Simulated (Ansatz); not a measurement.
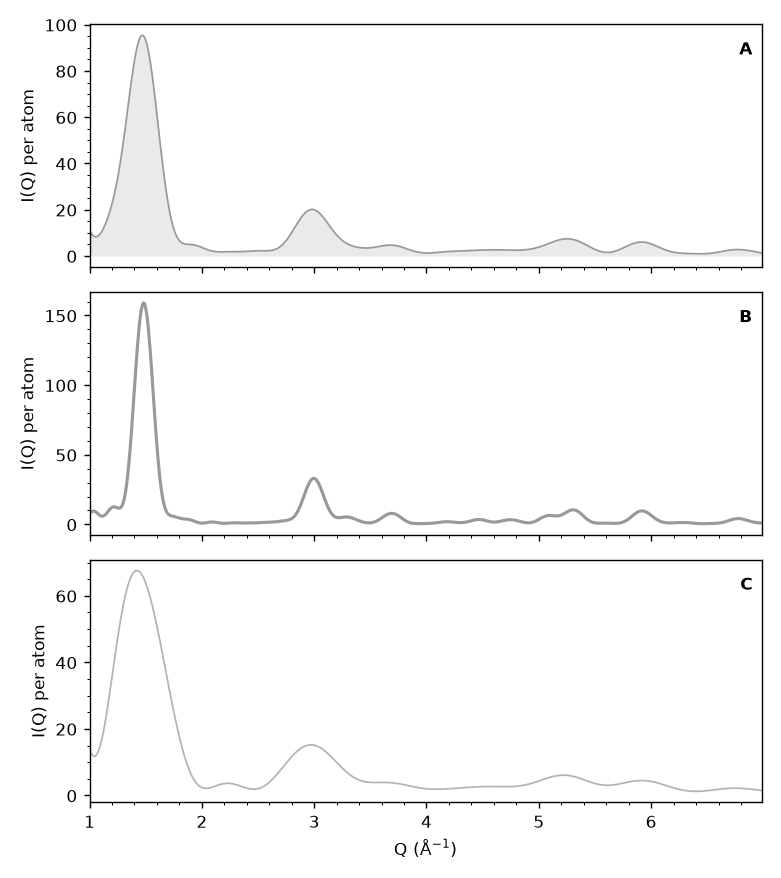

X-ray scattering of spheres cut from the crystal structure of C (P6_3/mmc, a = 2.466 Å, b = 2.466 Å, c = 8.433 Å, α = 90.00°, β = 90.00°, γ = 120.00°), calculated atom by atom with the Debye equation (B = 0.5 Å², no relaxation of the surface). Structure used: the end point of a relaxation at fixed volume with Ansatz 0.2.0, DFT PBE, spin-orbit coupling, plane waves, PAW.

### The spheres are 14, 20 and 36 Å across. Which curve is which?

curve A: 20 Å (404 atoms); curve B: 36 Å (2217 atoms); curve C: 14 Å (132 atoms). Peak widths go roughly as 2π/D, so the largest sphere has the sharpest peaks.

### Index the main peaks of the largest sphere.

Q ≈ 1.48 Å⁻¹: 002; Q ≈ 3.00 Å⁻¹: 004 + 101; Q ≈ 3.69 Å⁻¹: 103; Q ≈ 5.92 Å⁻¹: 114.
